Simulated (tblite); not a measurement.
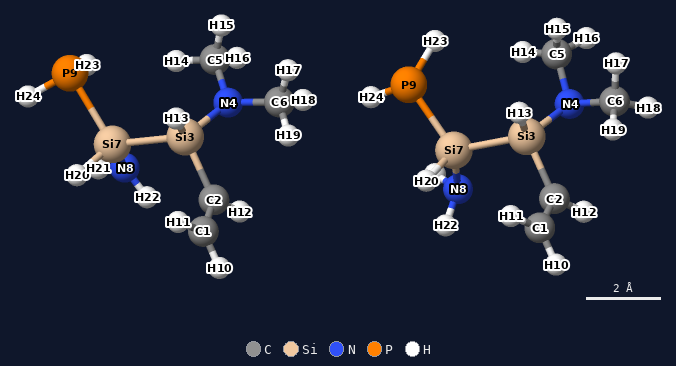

Two geometries of C4H15N2PSi2, drawn at one scale. One is the start of a relaxation, the other its converged end. Style: ball-and-stick. Shown at a tilt.

Theory: GFN2-xTB geometry optimisation, gas phase in tblite. 

> Which geometry has the lower energy?

The left one is the relaxed one. The energy falls by 37.2 kcal/mol in 151 geometry steps. H22 moves most after the best rigid fit: 1.38 Å. Largest moves by element: H 1.38 Å, N 0.61 Å, P 0.31 Å, Si 0.30 Å, C 0.22 Å. Among the contacts that change: P9–H24 1.482 → 1.380 Å, Si3–Si7 2.215 → 2.313 Å, Si7–P9 2.179 → 2.262 Å, Si7–N8 1.793 → 1.729 Å. Among the angles between lasting bonds that change: Si7–P9–H23 115.8° → 95.4°, H23–P9–H24 109.7° → 91.8°, Si3–N4–C6 104.2° → 121.3°. Cost: 3.5 s on 1 thread of Arm Neoverse N1 (shared host).
